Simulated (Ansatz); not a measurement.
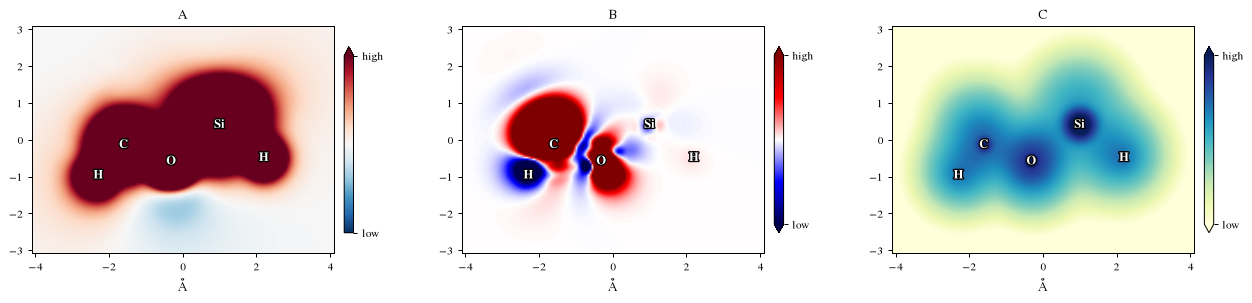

CH6OSi···H (doublet): 3 fields on the plane of atoms O3, Si4 and H10, with unlabelled colour scales.

A transition-state structure; geometry: PBE0-D4/def2-TZVP.

The calculation used UKS PBE0-D4/def2-TZVPP (Ansatz 0.2.0).

```yaml
atoms:
  - { symbol: H, position_ang: [-0.2762, 0.7527, -1.4877] }
  - { symbol: C, position_ang: [0.2138, -0.4204, -1.1302] }
  - { symbol: O, position_ang: [-0.3708, -0.8259, 0.0428] }
  - { symbol: Si, position_ang: [-0.0942, -0.1036, 1.5053] }
  - { symbol: H, position_ang: [-0.6553, 1.6213, -1.7053] }
  - { symbol: H, position_ang: [-0.0625, -1.0735, -1.9570] }
  - { symbol: H, position_ang: [1.2904, -0.2335, -1.0653] }
  - { symbol: H, position_ang: [-0.6890, 1.2575, 1.5440] }
  - { symbol: H, position_ang: [1.3719, 0.0052, 1.7384] }
  - { symbol: H, position_ang: [-0.7281, -0.9797, 2.5150] }
```

The panels show electron density, electrostatic potential and spin density in some order. Assign them.

Answer. Panel A: electrostatic potential (strongly positive close to the atoms, with negative regions outside electron-rich atoms). Panel B: spin density (confined to the atoms that carry the unpaired spin). Panel C: electron density. From the grid: C–O (1.37 Å): the density is about 2.2 e/Å³ at the midpoint, with its minimum of 1.9 e/Å³ about 0.5 Å from C. Si–O (1.65 Å): the density is about 1.1 e/Å³ at the midpoint.
